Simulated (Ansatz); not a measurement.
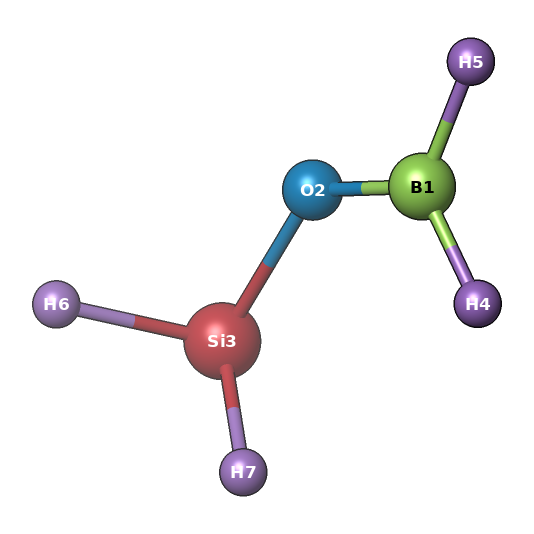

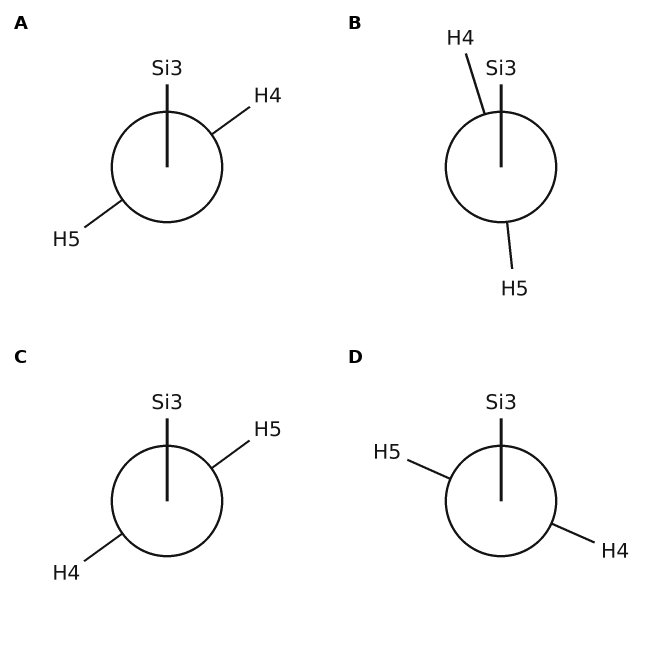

Distant atoms are faded towards the background colour. Bonds that would overlap in a projection are set slightly apart. State: charge −1, singlet. The geometry was computed by an optimisation with PBE0-D4/def2-TZVPD. No frequency run is at hand to confirm it as a minimum.

Which Newman projection shows the view along O2–B1, with O2 in front?

Answer. B. The torsion angle Si3–O2–B1–H4 is −6°, synperiplanar (eclipsed).
